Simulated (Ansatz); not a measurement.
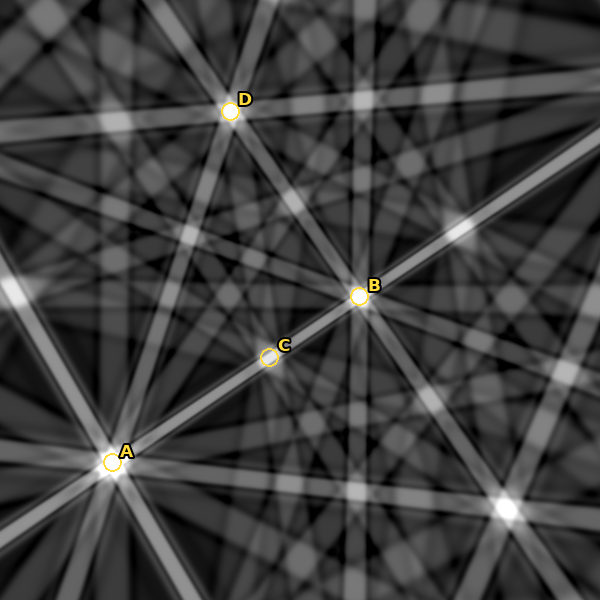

Simulated Kikuchi (electron backscatter) pattern at 20 kV: kinematic bands of width 2θ(Bragg) in gnomonic projection, seen from the camera side; the frame spans ±42° from its centre. Crystal: PmBi, space group Fm-3m (No. 225), a = 6.44 Å. Structure: the input geometry of an electronic-structure calculation (not necessarily at equilibrium); the starting structure was generated, so it need not be a known form of this composition.

```cif
data_structure
_symmetry_space_group_name_H-M 'Fm-3m'
_symmetry_Int_Tables_number 225
_cell_length_a 6.4377
_cell_length_b 6.4377
_cell_length_c 6.4377
_cell_angle_alpha 90.000
_cell_angle_beta 90.000
_cell_angle_gamma 90.000
_cell_volume 266.80
loop_
_atom_site_label
_atom_site_type_symbol
_atom_site_symmetry_multiplicity
_atom_site_Wyckoff_symbol
_atom_site_fract_x
_atom_site_fract_y
_atom_site_fract_z
_atom_site_occupancy
Pm1 Pm 4 b 0.50000 0.00000 0.00000 1
Bi1 Bi 4 a 0.00000 0.00000 0.00000 1
```

Pole A is [010] and pole B is [110].

### Index the poles C and D.

C is [120], 26.6° from A and 18.4° from B. D is [11-1], 54.7° from A and 35.3° from B.

### Which band joins A and B, and how wide is it?

It comes from the planes common to both zones. The strongest order is 0 0 2 with d = 3.219 Å, so the band is 2θ = 1.5° wide (λ = 0.0859 Å). Other orders of the same planes (0 0 4, 0 0 6) lie on the same centre line with other widths.
